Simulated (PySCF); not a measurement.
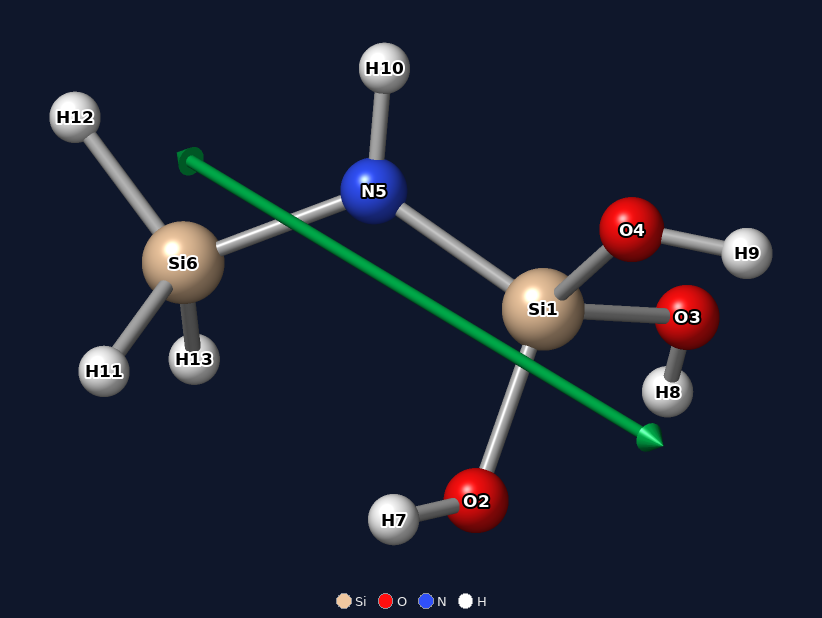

The double arrow shows the direction of the transition dipole to excited singlet state 9 (its length means nothing). The geometry was computed by an optimisation with PBE0-D3(BJ)/def2-SVP. No frequency run is at hand to confirm it as a minimum. Level of theory: TDDFT CAM-B3LYP/def2-SVPD, vertical, gas phase, core orbitals frozen in the response (PySCF 2.14.0).

> Where does the transition lie, and how strong is it?

8.48 eV (146 nm), oscillator strength 0.037, of mixed character, with the largest part HOMO−3 → LUMO (weight 0.31); transition dipole 1.07 D.
